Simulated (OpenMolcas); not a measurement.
# RI-MP2/cc-pVTZ (Cholesky decomposition) run of MgH2O2 (SMILES [OH][Mg][OH])

What is the energy change on altering one bond length of MgH2O2 at RI-MP2/cc-pVTZ (Cholesky decomposition)? 

The results are computed with OpenMolcas 26.06.

### Step 1. The structure to begin with

MgH2O2: 5 atoms, total charge 0, spin state singlet. SMILES: `[OH][Mg][OH]`. Geometry: a GFN2-xTB relaxation, a rough one for these elements and not checked as a minimum.

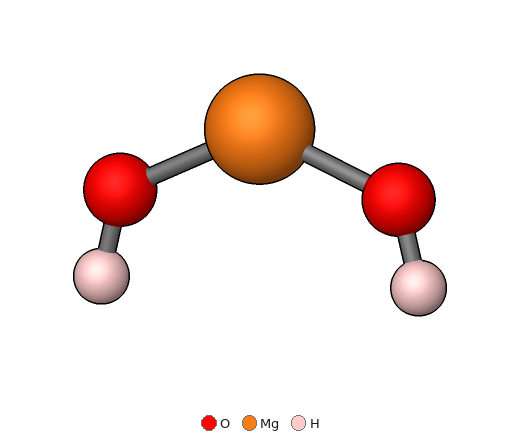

Viewed from a chosen angle; oxygen red, magnesium orange, hydrogen pink.

### Step 2. A single-point energy at RI-MP2/cc-pVTZ (Cholesky decomposition)

Contents of job.inp:

```
&GATEWAY
BASLIB = $CurrDir
COORD
5
angstrom
O       -1.437470      -0.280920      -0.623910
Mg       0.067690      -0.917820      -0.080860
O        1.473530      -0.177550       0.588660
H       -1.734150       0.624210      -0.608330
H        1.630390       0.752070       0.724440
BASIS = cc-pVTZ
GROUP = NoSym
&SEWARD
LOW
&SCF
PRORBITALS = 0
&MBPT2
FROZEN = 3
```

The basis set cc-pVTZ is read from a file made from the Basis Set Exchange's data (not shown).

Launch:

```console
$ export MOLCAS_MEM=1860
$ pymolcas job.inp > job.log
```

Log:

```text
--- Start Module: gateway ---
[...]
--- Stop Module: gateway /rc=_RC_ALL_IS_WELL_ ---
[...]
      Basis functions          122
[...]
--- Start Module: scf ---
[...]
       Convergence after  10 Iterations
[...]
::    Total SCF energy                               -350.6238720444
[...]
      Total spin, S                                     0.0000000000
[...]
      Total electronic charge=   30.000000
      Total            charge=   -0.000000
[...]
      Dipole Moment (debye):
      Origin of the operator (angstrom)=    0.0361   -0.4821   -0.0411
                   X=  1.2803E-01               Y= -1.9781E+00               Z= -2.0605E-01           Total=  1.9929E+00
      Quadrupole Moment (debye*angstrom):
[...]
--- Stop Module: scf /rc=_RC_ALL_IS_WELL_ ---
[...]
--- Start Module: mbpt2 ---
[...]
WARNING!
Default frozen orbitals as non valence orbitals is overwritten by user input.
Default values:   4
[...]
       Reference weight ( Cref**2 )         =        0.87969
::    Total MBPT2 energy                             -351.1793609651
[...]
--- Stop Module: mbpt2 /rc=_RC_ALL_IS_WELL_ ---
[...]
```

Wall time 6.3 s (1 thread of Arm Neoverse V1, shared host); peak memory 0.093 GiB.

### Step 3. The distorted shape at the same level

Contents of job.input:

```
>>> EXPORT MOLCAS_PRINT=2
&GATEWAY
BasLib=$CurrDir
Coord
5
angstrom
O       -1.587947      -0.217247      -0.678201
Mg       0.067690      -0.917820      -0.080860
O        1.473530      -0.177550       0.588660
H       -1.884627       0.687883      -0.662621
H        1.630390       0.752070       0.724440
Basis=cc-pVTZ
Group=NoSym
&SEWARD
Low
&SCF
PrOrbitals=0
&MBPT2
Frozen=3
```

The basis set cc-pVTZ is read from a file made from the Basis Set Exchange's data (not shown).

Launch:

```console
$ export MOLCAS_MEM=1860
$ pymolcas job.input > job.log
```

Log:

```text
--- Start Module: gateway ---
[...]
--- Stop Module: gateway /rc=_RC_ALL_IS_WELL_ ---
[...]
      Basis functions          122
[...]
--- Start Module: scf ---
[...]
       Convergence after  11 Iterations
[...]
::    Total SCF energy                               -350.6233363083
[...]
      Total spin, S                                     0.0000000000
[...]
      Total electronic charge=   30.000000
      Total            charge=   -0.000000
[...]
      Dipole Moment (debye):
      Origin of the operator (angstrom)=   -0.0080   -0.4635   -0.0571
                   X=  7.2039E-01               Y= -2.2461E+00               Z=  3.8845E-03           Total=  2.3588E+00
      Quadrupole Moment (debye*angstrom):
[...]
--- Stop Module: scf /rc=_RC_ALL_IS_WELL_ ---
[...]
--- Start Module: mbpt2 ---
[...]
WARNING!
Default frozen orbitals as non valence orbitals is overwritten by user input.
Default values:   4
[...]
       Reference weight ( Cref**2 )         =        0.87785
::    Total MBPT2 energy                             -351.1808548348
[...]
--- Stop Module: mbpt2 /rc=_RC_ALL_IS_WELL_ ---
[...]
```

It took 6.6 s on 1 thread of Arm Neoverse V1, shared host; peak memory 0.093 GiB.

### Step 4. Summary of results

At RI-MP2/cc-pVTZ (Cholesky decomposition), 3 core orbitals frozen:

| quantity | value |
| --- | --- |
| first shape: total energy | -351.17936 Eh |
| first shape: dipole moment (mean-field density) | 1.99 D |
| first shape: HOMO energy (Hartree–Fock orbitals) | -11.68 eV |
| first shape: LUMO energy (Hartree–Fock orbitals) | 0.20 eV |
| first shape: HOMO–LUMO gap (Hartree–Fock orbitals) | 11.87 eV |
| first shape: correlation energy (3 core orbitals frozen) | -555.5 mEh |
| distorted shape: total energy | -351.18085 Eh |
| distorted shape: dipole moment (mean-field density) | 2.36 D |
| distorted shape: HOMO energy (Hartree–Fock orbitals) | -11.28 eV |
| distorted shape: LUMO energy (Hartree–Fock orbitals) | 0.00 eV |
| distorted shape: HOMO–LUMO gap (Hartree–Fock orbitals) | 11.28 eV |
| distorted shape: correlation energy (3 core orbitals frozen) | -557.5 mEh |
| energy change with the O1–Mg2 bond stretched from 1.722 to 1.894 Å | -0.041 eV |

What this shows: With the O1–Mg2 bond stretched from 1.722 to 1.894 Å the energy falls by 0.04 eV (3.9 kJ/mol). The first shape isn't relaxed at this level, so the change isn't measured from a minimum. Mulliken charges (first shape) of the mean-field density run from -0.66 on O3 to +0.90 on Mg2; they depend strongly on the basis. Mulliken charges (distorted shape) of the mean-field density run from -0.73 on O1 to +0.95 on Mg2; they depend strongly on the basis.
